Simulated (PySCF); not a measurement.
# SiNH4 (SMILES N[SiH2]) at UPBE0/STO-6G

What is the vertical ionisation energy of SiNH4 at UPBE0/STO-6G? The job is set up through a Python script.

Program for the calculation: PySCF 2.14.0.

4 further runs of the same task are left out: 4 set aside as unsound or not needed.

### 1 Starting point

SiNH4 has 6 atoms, charge 0, and is taken as a doublet. SMILES: `N[SiH2]`. The coordinates come from a PBE0-D4/def2-TZVP relaxation. This is one conformer, not always the lowest.

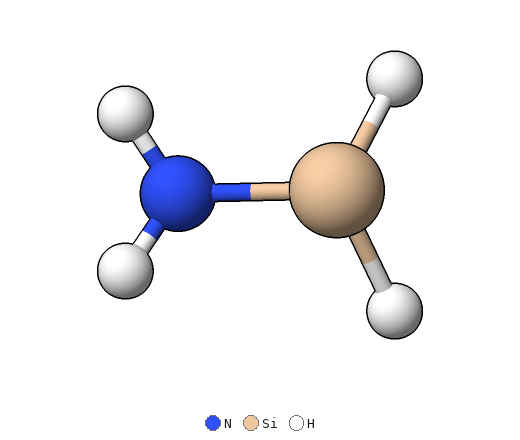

The structure, seen from a chosen angle (nitrogen blue, silicon light orange, hydrogen white).

### 2 The energy at UPBE0/STO-6G

run.py reads:

```python
from pyscf import gto, dft

mol = gto.M(
    atom='''
N       -0.062300      -0.863500       0.020900
Si       0.307400       0.815300       0.161600
H        0.565000      -1.475900      -0.476400
H       -0.503600      -1.346500       0.787600
H        0.657400       1.307800      -1.204100
H       -0.921600       1.498900       0.664300
''',
    spin=1,
    max_memory=1860,
    basis='sto-6g',
    charge=0,
    verbose=3,
)

myscf = dft.UKS(mol)
myscf.xc = 'pbe0'
myscf.conv_tol = 1e-10
myscf.grids.level = 5
myscf.kernel()
if not myscf.converged:
    myscf = myscf.newton().run(myscf.mo_coeff, myscf.mo_occ)

e_final = myscf.e_tot
print('Final energy', e_final)
```

Command:

```bash
$ OMP_NUM_THREADS=1 python run.py
```

The program printed:

```text
WARN: HOMO -0.0908911479333495 >= LUMO -0.0908911479333496

converged SCF energy = -345.15124899493  <S^2> = 0.75063955  2S+1 = 2.0006394
Final energy -345.15124899493003
```

Wall time 5.4 s (1 thread of Arm Neoverse V1, shared host); peak memory 0.2 GiB.

### 3 The singlet cation

input.py reads:

```python
from pyscf import gto, dft

mol = gto.M(
    atom='''
N     -0.117730    -1.631779     0.039495
Si     0.580902     1.540694     0.305380
H      1.067695    -2.789047    -0.900266
H     -0.951666    -2.544516     1.488348
H      1.242306     2.471384    -2.275419
H     -1.741572     2.832510     1.255345
''',
    max_memory=1860,
    unit='bohr',
    basis='sto-6g',
    charge=1,
    verbose=3,
)

mf = dft.RKS(mol)
mf.xc = 'pbe0'
mf.grids.level = 5
mf.conv_tol = 1e-10
mf.kernel()
if not mf.converged:
    mf = mf.newton().run(mf.mo_coeff, mf.mo_occ)

e_tot = mf.e_tot
print(f'total energy: {e_tot:.8f} hartree')
```

Command:

```bash
$ OMP_NUM_THREADS=1 python input.py
```

The program printed:

```text
converged SCF energy = -344.96805837213
total energy: -344.96805837 hartree
```

Wall time 3.6 s (1 thread of Arm Neoverse V1, shared host); peak memory 0.19 GiB.

### 4 Results

At UPBE0/STO-6G:

```
                                          quantity          value
                       doublet SiNH4: total energy  -345.15125 Eh
                      doublet SiNH4: dipole moment         1.45 D
 doublet SiNH4: HOMO energy (highest over α and β)       -1.86 eV
  doublet SiNH4: LUMO energy (lowest over α and β)        2.10 eV
                               doublet SiNH4: ⟨S²⟩          0.751
                      singlet cation: total energy  -344.96806 Eh
                       singlet cation: HOMO energy      -13.83 eV
                       singlet cation: LUMO energy       -8.01 eV
                     singlet cation: HOMO–LUMO gap        5.81 eV
vertical ionisation energy (to the singlet cation)       4.985 eV
```

In words: The vertical ionisation energy comes to 4.98 eV (115 kcal/mol). Only the singlet of the ionised species was computed; a triplet could lie lower. In a minimal basis such a difference can be off by several eV, whatever the method. Mulliken charges (doublet SiNH4) run from -0.58 on N1 to +0.51 on Si2; they depend strongly on the basis.
